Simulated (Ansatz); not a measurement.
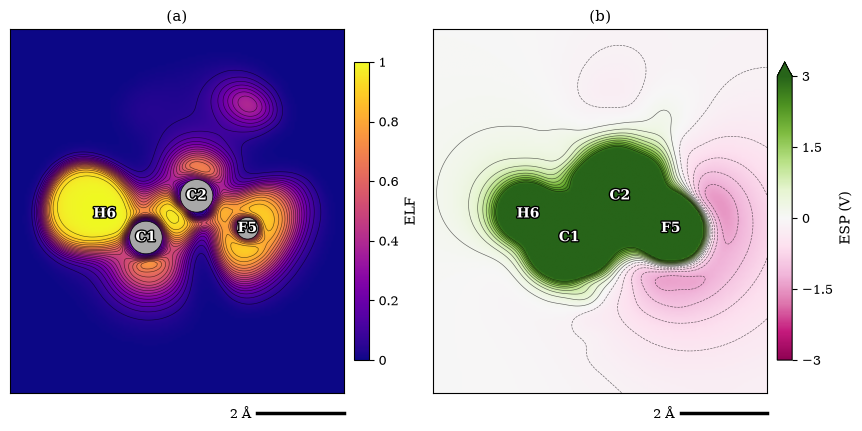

Figure 1: C$_{3}$H$_{6}$CuF. (a) electron localisation function; (b) molecular electrostatic potential on the plane of atoms C2, C1 and H6. Grey discs cover the atomic cores in the ELF map.

Geometry: B3LYP-D3(BJ)/def2-SVP.

Computed with Ansatz 0.2.0, isolated molecule in a Gaussian basis; Kohn-Sham density functional theory, functional PBE0.

```xyz
11

C     0.9189   -1.2041   -0.0993
C    -0.0965   -1.9811    0.7188
C    -0.9640   -1.1336    1.6214
Cu   -2.1834   -0.0789    0.5791
F    -0.9086   -2.7029   -0.1691
H     1.6327   -0.6850    0.5592
H     0.4059   -0.4493   -0.7172
H     1.4796   -1.8798   -0.7627
H     0.4352   -2.7477    1.3192
H    -1.5801   -1.7602    2.2865
H    -0.3503   -0.4612    2.2424
```

Question: What does the map show?

Answer: The plane passes through C, F and H nuclei.
C–F (1.40 Å): the ELF peaks at about 0.85 between the atoms: a polar covalent bond.
C–C (1.52 Å): the ELF peaks at about 0.95 between the atoms (localised, covalent bonding).
C–H (1.10 Å): the ELF climbs to about 1 towards the hydrogen, as it does in any bond to H (an ordinary covalent bond to hydrogen).
The ELF also peaks beside F5, away from the bonds: lone-pair regions.
Outside the dense part of the molecule the potential is most negative (−1.5 V) near F5.
